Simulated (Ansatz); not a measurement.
**One shape, several levels: C4H8 (methylcyclopropane)**

We compute a comparison of 6 runs (HF/STO-3G, BLYP/3-21G, B3LYP/6-31G*, MP2/CRENBL, BCCD(T)/6-311G*) of C4H8 (methylcyclopropane). 

The results are computed with Ansatz 0.2.0.

7 further runs of the same task are left out: 3 for a known fault of the program, 4 set aside as unsound or not needed.

### Step 1. The structure to begin with

The species is C4H8 (12 atoms), meant as a singlet with charge 0. SMILES: `CC1CC1`. The shape is that of a PBE0-D4/def2-TZVP optimisation.

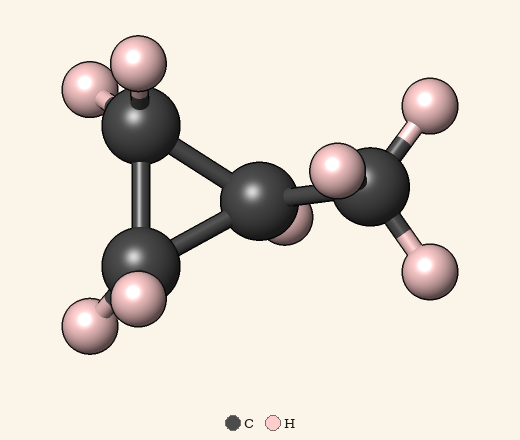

Viewed from a chosen angle; carbon dark grey, hydrogen pink.

### Step 2. Energy and gradient at HF/STO-3G (run 1)

input.yaml reads:

```yaml
crystal:
  periodic: [false, false, false]
  atoms:
    - symbol: C
      position_ang: [-0.930100, 1.036200, -0.440400]
    - symbol: C
      position_ang: [-0.402900, -0.134500, 0.337700]
    - symbol: C
      position_ang: [1.045700, -0.195600, 0.710600]
    - symbol: C
      position_ang: [0.495500, -1.131900, -0.325100]
    - symbol: H
      position_ang: [-1.829400, 0.769600, -1.002800]
    - symbol: H
      position_ang: [-1.181000, 1.872900, 0.217600]
    - symbol: H
      position_ang: [-0.184100, 1.390700, -1.157200]
    - symbol: H
      position_ang: [-1.092100, -0.541300, 1.071500]
    - symbol: H
      position_ang: [1.317400, -0.603500, 1.676300]
    - symbol: H
      position_ang: [1.683100, 0.612900, 0.371600]
    - symbol: H
      position_ang: [0.763100, -0.952500, -1.360100]
    - symbol: H
      position_ang: [0.391900, -2.178100, -0.065700]
basis:
  gaussian:
    orbitals: STO-3G
accuracy: high
output:
  forces: true
  orbitals: {seedname: orbitals}
hamiltonian:
  xc: hf
total_charge: 0
```

Launch:

```sh
$ ansatz run input.yaml --threads 1 --pin off --max-ram 2610MiB --events-out events.jsonl --progress --plain --runs-dir runs
```

Standard output, cut to the lines that bear on the results:

```text
Warning: RAYON_NUM_THREADS=1 ignored (pool sized by the plan → 1); use --threads N
Functional definition: HF
  name "HF"
[...]
592 factors; integrals over basis functions are off by at most 3.1e-9 eV
[...]
mean field -4197.31462857 eV, -154.2484675577 hartree, gradient 2.9e-8 eV, S^2 0.000000; 0 other end points of the search recorded, 0 dependent functions left out
[...]
reference -4197.31462857 eV, -154.2484675577 hartree; 16, 16 occupied and 12, 12 virtual orbitals, 592 factors
Total energy: -4197.31462857 eV, -154.2484675577 hartree
Atom 0 at    -0.930100     1.036200    -0.440400 Å, force    -0.494557     1.193902    -0.821103 eV/Å
Atom 1 at    -0.402900    -0.134500     0.337700 Å, force    -0.184994    -0.730415     0.759969 eV/Å
Atom 2 at     1.045700    -0.195600     0.710600 Å, force     0.440278     0.094685     0.094325 eV/Å
Atom 3 at     0.495500    -1.131900    -0.325100 Å, force     0.230102    -0.255627    -0.306286 eV/Å
Atom 4 at    -1.829400     0.769600    -1.002800 Å, force     0.224676     0.032612     0.194653 eV/Å
Atom 5 at    -1.181000     1.872900     0.217600 Å, force     0.050415    -0.261803    -0.130245 eV/Å
Atom 6 at    -0.184100     1.390700    -1.157200 Å, force    -0.222373    -0.123126     0.229285 eV/Å
Atom 7 at    -1.092100    -0.541300     1.071500 Å, force     0.012345     0.113335    -0.108543 eV/Å
Atom 8 at     1.317400    -0.603500     1.676300 Å, force    -0.017578     0.092876    -0.097662 eV/Å
Atom 9 at     1.683100     0.612900     0.371600 Å, force    -0.027443    -0.151130     0.107086 eV/Å
Atom 10 at     0.763100    -0.952500    -1.360100 Å, force    -0.005153    -0.113466     0.152334 eV/Å
Atom 11 at     0.391900    -2.178100    -0.065700 Å, force    -0.005718     0.108157    -0.073813 eV/Å
Dipole moment:    -0.016938     0.011403    -0.001315 e Å
```

Wall time 0.76 s (1 thread of Arm Neoverse V1, shared host).

### Step 3. Energy and gradient at BLYP/3-21G (run 2)

run.yaml reads:

```yaml
crystal:
  periodic: [false, false, false]
  atoms:
    - {symbol: C, position_ang: [-0.930100, 1.036200, -0.440400]}
    - {symbol: C, position_ang: [-0.402900, -0.134500, 0.337700]}
    - {symbol: C, position_ang: [1.045700, -0.195600, 0.710600]}
    - {symbol: C, position_ang: [0.495500, -1.131900, -0.325100]}
    - {symbol: H, position_ang: [-1.829400, 0.769600, -1.002800]}
    - {symbol: H, position_ang: [-1.181000, 1.872900, 0.217600]}
    - {symbol: H, position_ang: [-0.184100, 1.390700, -1.157200]}
    - {symbol: H, position_ang: [-1.092100, -0.541300, 1.071500]}
    - {symbol: H, position_ang: [1.317400, -0.603500, 1.676300]}
    - {symbol: H, position_ang: [1.683100, 0.612900, 0.371600]}
    - {symbol: H, position_ang: [0.763100, -0.952500, -1.360100]}
    - {symbol: H, position_ang: [0.391900, -2.178100, -0.065700]}
basis:
  gaussian:
    orbitals: 3-21G.json
hamiltonian:
  xc: {name: BLYP}
accuracy: high
output: {forces: true, orbitals: {seedname: orbitals}}
```

The basis set 3-21G is read from a file made from the Basis Set Exchange's data (not shown).

Launch:

```sh
$ ansatz run run.yaml --threads 1 --pin off --max-ram 2610MiB --events-out events.jsonl --progress --plain --runs-dir runs
```

Standard output, cut to the lines that bear on the results:

```text
Warning: RAYON_NUM_THREADS=1 ignored (pool sized by the plan → 1); use --threads N
Functional definition: BLYP
  name "BLYP"
[...]
1308 factors; integrals over basis functions are off by at most 3.5e-9 eV
[...]
mean field -4251.48588468 eV, -156.2392245014 hartree, gradient 3.5e-8 eV, S^2 0.000000; 0 other end points of the search recorded, 0 dependent functions left out
[...]
reference -4251.48593409 eV, -156.2392263173 hartree; 16, 16 occupied and 36, 36 virtual orbitals, 1308 factors
Total energy: -4251.48593409 eV, -156.2392263173 hartree
Atom 0 at    -0.930100     1.036200    -0.440400 Å, force    -0.133933     0.321022    -0.222197 eV/Å
Atom 1 at    -0.402900    -0.134500     0.337700 Å, force    -1.097352     0.127082     0.469191 eV/Å
Atom 2 at     1.045700    -0.195600     0.710600 Å, force     1.091811     0.481543     0.718513 eV/Å
Atom 3 at     0.495500    -1.131900    -0.325100 Å, force     0.214037    -1.007371    -0.937699 eV/Å
Atom 4 at    -1.829400     0.769600    -1.002800 Å, force    -0.305444    -0.099772    -0.185648 eV/Å
Atom 5 at    -1.181000     1.872900     0.217600 Å, force    -0.084030     0.278438     0.233354 eV/Å
Atom 6 at    -0.184100     1.390700    -1.157200 Å, force     0.249328     0.121412    -0.242391 eV/Å
Atom 7 at    -1.092100    -0.541300     1.071500 Å, force    -0.223115    -0.076363     0.187872 eV/Å
Atom 8 at     1.317400    -0.603500     1.676300 Å, force     0.074344    -0.094941     0.266574 eV/Å
Atom 9 at     1.683100     0.612900     0.371600 Å, force     0.180615     0.211912    -0.070685 eV/Å
Atom 10 at     0.763100    -0.952500    -1.360100 Å, force     0.070797     0.025004    -0.274989 eV/Å
Atom 11 at     0.391900    -2.178100    -0.065700 Å, force    -0.037059    -0.287964     0.058106 eV/Å
Dipole moment:    -0.018721     0.007121     0.003487 e Å
```

Run time: 4.8 s. Hardware: 1 thread of Arm Neoverse V1, shared host; peak memory 0.15 GiB.

Runs 3 to 4 aren't shown in full; the table further down has their settings and results.

### Step 4. The energy at MP2/CRENBL (density fitting with cc-pVTZ-jkfit, core potential) (run 5)

run.yaml, as its differences from that of step 3:

```diff
@@ -17,6 +17,6 @@
   gaussian:
-    orbitals: 3-21G.json
-hamiltonian:
-  xc: {name: BLYP}
-accuracy: high
-output: {forces: true, orbitals: {seedname: orbitals}}
+    orbitals: CRENBL.json
+    fitting:
+      mean_field: cc-pVTZ-jkfit
+correlation:
+  method: mp2
```

The basis set CRENBL is read from a file made from the Basis Set Exchange's data (not shown).

Launch:

```sh
$ ansatz run run.yaml --threads 1 --pin off --max-ram 2610MiB --events-out events.jsonl --progress --plain --runs-dir runs
```

Standard output:

```text
Warning: RAYON_NUM_THREADS=1 ignored (pool sized by the plan → 1); use --threads N
Functional definition: HF
  name "HF"
  exchange = exact_x
  correlation = 0
556 factors; integrals over basis functions are off by at most 6.2e0 eV
mean field evaluation 1: about -719.4482 eV, gradient 3.1e1 eV
mean field evaluation 2: about -721.7778 eV, gradient 1.1e1 eV
mean field evaluation 4: about -722.1292 eV, gradient 3.2e-1 eV
mean field -722.12955711 eV, -26.5377717469 hartree, gradient 1.6e-6 eV, S^2 0.000000; 0 other end points of the search recorded, 0 dependent functions left out
reference -722.12955711 eV, -26.5377717469 hartree; 12, 12 occupied and 84, 84 virtual orbitals, 556 factors
second order -10.50202551 eV of doubles, -0.00000000 eV of singles
Total energy: -732.63158262 eV, -26.9237140657 hartree
```

It took 0.44 s on 1 thread of Arm Neoverse V1, shared host; peak memory 0.096 GiB.

### Step 5. A single-point energy at BCCD(T)/6-311G(d) (run 6)

molecule.yaml reads:

```yaml
crystal:
  periodic: [false, false, false]
  atoms:
    - {symbol: C, position_ang: [-0.930100, 1.036200, -0.440400]}
    - {symbol: C, position_ang: [-0.402900, -0.134500, 0.337700]}
    - {symbol: C, position_ang: [1.045700, -0.195600, 0.710600]}
    - {symbol: C, position_ang: [0.495500, -1.131900, -0.325100]}
    - {symbol: H, position_ang: [-1.829400, 0.769600, -1.002800]}
    - {symbol: H, position_ang: [-1.181000, 1.872900, 0.217600]}
    - {symbol: H, position_ang: [-0.184100, 1.390700, -1.157200]}
    - {symbol: H, position_ang: [-1.092100, -0.541300, 1.071500]}
    - {symbol: H, position_ang: [1.317400, -0.603500, 1.676300]}
    - {symbol: H, position_ang: [1.683100, 0.612900, 0.371600]}
    - {symbol: H, position_ang: [0.763100, -0.952500, -1.360100]}
    - {symbol: H, position_ang: [0.391900, -2.178100, -0.065700]}
basis:
  gaussian: {orbitals: 6-311G_st_.json}
output: {orbitals: {seedname: orbitals}}
correlation: {method: bccd_t}
```

The basis set 6-311G* is read from a file made from the Basis Set Exchange's data (not shown).

Launch:

```sh
$ ansatz run molecule.yaml --threads 1 --pin off --max-ram 2610MiB --events-out events.jsonl --progress --plain --runs-dir runs
```

Standard output, cut to the lines that bear on the results:

```text
Warning: RAYON_NUM_THREADS=1 ignored (pool sized by the plan → 1); use --threads N
Functional definition: HF
  name "HF"
[...]
876 factors; integrals over basis functions are off by at most 7.1e-4 eV
[...]
mean field -4248.28528459 eV, -156.1216046174 hartree, gradient 2.6e-6 eV, S^2 0.000000; 0 other end points of the search recorded, 0 dependent functions left out
4 core orbitals not correlated: weight in the atoms' cores, before any rotation towards them, 1.000 or more for the frozen orbitals, at most 0.000 for the correlated occupied ones
reference -4248.28528459 eV, -156.1216046174 hartree; 12, 12 occupied and 80, 80 virtual orbitals, 876 factors
second order -15.04351272 eV of doubles, -0.00000000 eV of singles
cycle   1  -15.76084469 eV  change   -7.2e-1 eV  update   8.2e-2
[...]
cycle   8  -16.26505227 eV  change   -1.2e-5 eV  update   1.1e-5
perturbative correction -0.58152349 eV, -0.0213705940 hartree
Total energy: -4265.13186035 eV, -156.7407048576 hartree
```

Wall time 10 s (1 thread of Arm Neoverse V1, shared host); peak memory 0.49 GiB.

### Step 6. All runs side by side

```tsv
run	level	Cartesian functions	core potential	energy (Eh)	dipole moment (D)	HOMO energy (eV)	LUMO energy (eV)	wall time
1	HF/STO-3G	no	none	-154.248468	0.10	-9.91	13.40	0.76 s
2	BLYP/3-21G	no	none	-156.239226	0.10	-6.26	2.67	4.8 s
3	B3LYP/6-31G* (spherical functions)	no	none	-157.208837	0.11	-7.41	2.80	8.4 s
4	B3LYP/6-31G* (Cartesian functions)	yes	none	-157.211580	0.11	-7.41	2.80	8.7 s
5	MP2/CRENBL (density fitting with cc-pVTZ-jkfit, core potential)	no	CRENBL	-26.923714	–	–	–	0.44 s
6	BCCD(T)/6-311G*	no	none	-156.740705	–	-10.91	4.39	10 s
```

### Step 7. What came out

| quantity | value |
| --- | --- |
| run 6: total energy | -156.74070 Eh |
| run 6: HOMO energy (Hartree–Fock orbitals) | -10.91 eV |
| run 6: LUMO energy (Hartree–Fock orbitals) | 4.39 eV |
| run 6: HOMO–LUMO gap (Hartree–Fock orbitals) | 15.31 eV |
| run 6: correlation energy (4 core orbitals frozen) | -619.1 mEh |
| run 6: (T) correction | -21.37 mEh |

Over runs 1, 2, 3, 4 the dipole moment (its size) runs from 0.10 D (BLYP/3-21G) to 0.11 D (B3LYP/6-31G*). The two ends differ in method and basis. Over runs 1, 2, 3, 4 the HOMO–LUMO gap runs from 8.93 eV (BLYP/3-21G) to 23.31 eV (HF/STO-3G). Totals of different functionals can't be ranked against each other. Some runs of one species differ in core potentials or relativity; totals across that change don't compare. In run 1 the basis is minimal, so the values are rough. All runs together took 33 s, the longest 10 s.
